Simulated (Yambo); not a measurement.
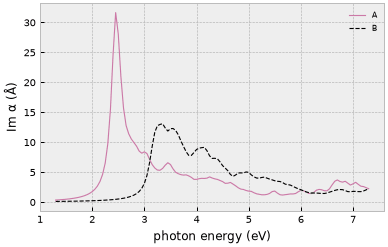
Figure. Two computed absorption spectra of a free-standing PtS2 monolayer (symmetry P-3m1, slab cell 15.5 Å high) (Yambo, PBE bands with the same scissor, field along x)

**Question.** Which curve includes the electron-hole attraction (BSE), and where are its main peaks?

**Answer.** Curve A: the attraction moves weight to lower energy (centre of the plotted range 3.6 eV against 4.3 eV). Its peaks lie at 2.5 eV, 3.5 eV. Settings: 18×18×1 mesh, 6 valence and 3 conduction bands, static screening with 46 bands and a 3 Ry block, scissor 1.14 eV, Tamm-Dancoff, stochastic integration of W near q = 0. The scissor comes from a G0W0 run whose convergence isn't established. Broadening 0.1 eV. The band window holds all transitions up to 7.3 eV. Fine structure above the onset can come from the mesh.

Spin-orbit coupling is not included.

Geometry relaxed with PBE+D3(BJ); primitive cell a = b = 3.5401 Å, c = 15.5000 Å, α = β = 90.00°, γ = 120.00°.
